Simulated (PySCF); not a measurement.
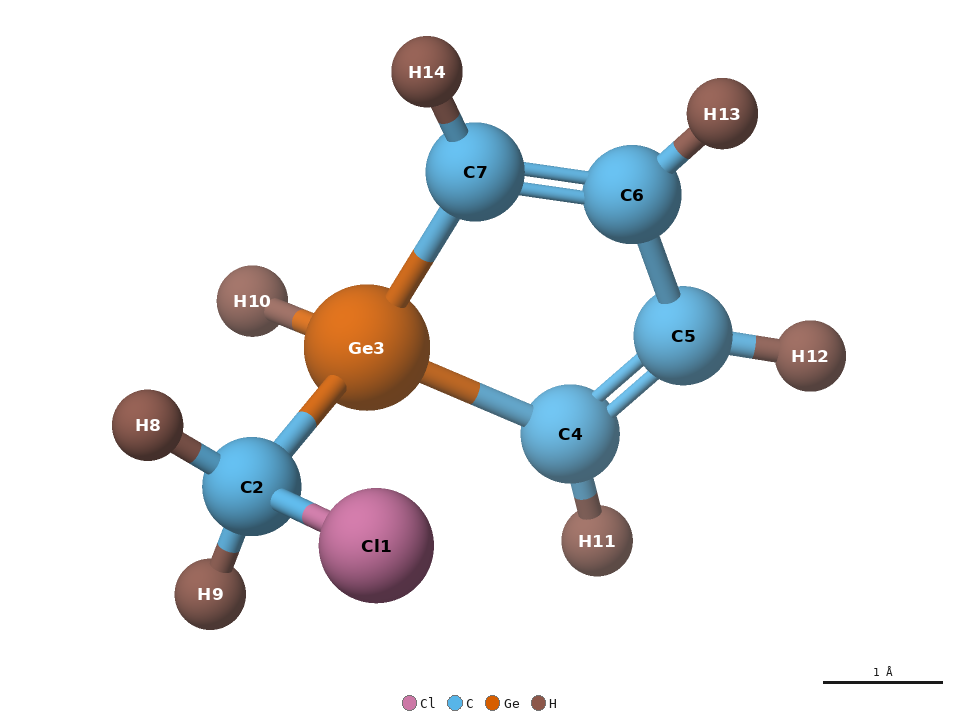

The view is orthographic, and the bar gives the scale. The computed structure is the end point of a PBE0-D3(BJ)/def2-SVP optimisation. No frequency run is at hand to confirm it as a minimum.

Reconstruct the coordinates (Å) as seen: x to the right, y up, z towards the viewer, origin at the mean of the atomic positions.

```xyz
14
C5H7ClGe
Cl  -0.75  -1.64   2.09
C   -1.80  -1.14   0.74
Ge  -0.83   0.03  -0.51
C    0.88  -0.70  -1.07
C    1.83   0.13  -0.60
C    1.40   1.32   0.17
C    0.08   1.51   0.36
H   -2.68  -0.62   1.15
H   -2.15  -2.05   0.23
H   -1.80   0.42  -1.65
H    1.10  -1.59  -1.65
H    2.90  -0.04  -0.76
H    2.16   2.00   0.57
H   -0.33   2.35   0.92
```
